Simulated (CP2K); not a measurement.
Propiolic acid has these distinct O atoms: O4 (bonded to C and H) and O5 (bonded to C).

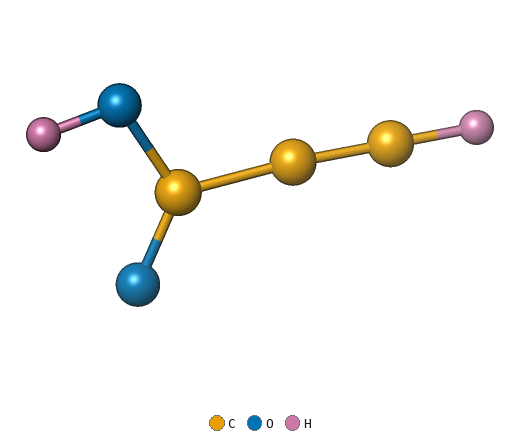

The molecule (carbon orange, oxygen blue, hydrogen pink).

```xyz
7

C     1.8594    0.1388    0.5195
C     0.7160    0.0559    0.1274
C    -0.6087   -0.0321   -0.4398
O    -1.5690   -0.1692    0.5259
O    -0.8482    0.0102   -1.6368
H     2.8698    0.2140    0.8649
H    -2.4194   -0.2176    0.0390
```

Their partial O K spectra (CP2K XAS_TDP, all-electron GAPW, PBEh(45%), aug-cc-pVDZ, TDA, GW2X-corrected core level, no relativity) are given in random order, each times the number of alike atoms.

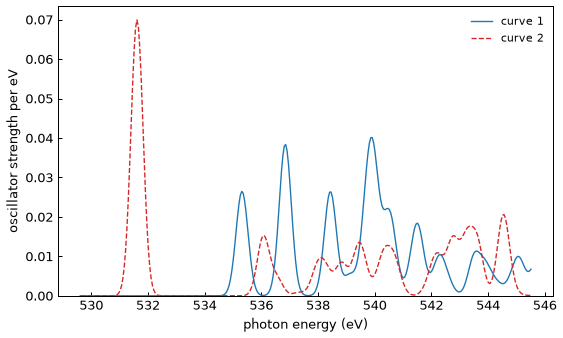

Gaussian full width 0.5 eV, oscillator strength per eV, alike atoms added, rows of zeros left out.

**Question.** Which curve belongs to which atom?

Curve 1: O4 (bonded to C and H), leading line at 535.32 eV (f = 0.014 an atom), ionisation energy 540.23 eV, term value 4.91 eV. Curve 2: O5 (bonded to C), leading line at 531.61 eV (f = 0.037 an atom), ionisation energy 538.23 eV, term value 6.62 eV. The leading line of an atom is its first one with 35 % of the strongest within 2.5 eV of its lowest line over the strength cut. A line lies at the core ionisation energy, which rises as an atom loses charge to its neighbours or to a π system, less the term value, which is large for a low π* or σ* orbital with weight on that atom.

[Banner, clock and machine lines of the logs are left out without a mark of their own.]

[Logs are printed without paths, hosts, clocks, repeated set-up lines and the standing remarks that a program may print on its own settings, such as how far it seeks lower states.]

[Hosts, paths, dates, database ids (printed as entryN), source tags and the programs' standing remarks are cut or masked in the printed files.]
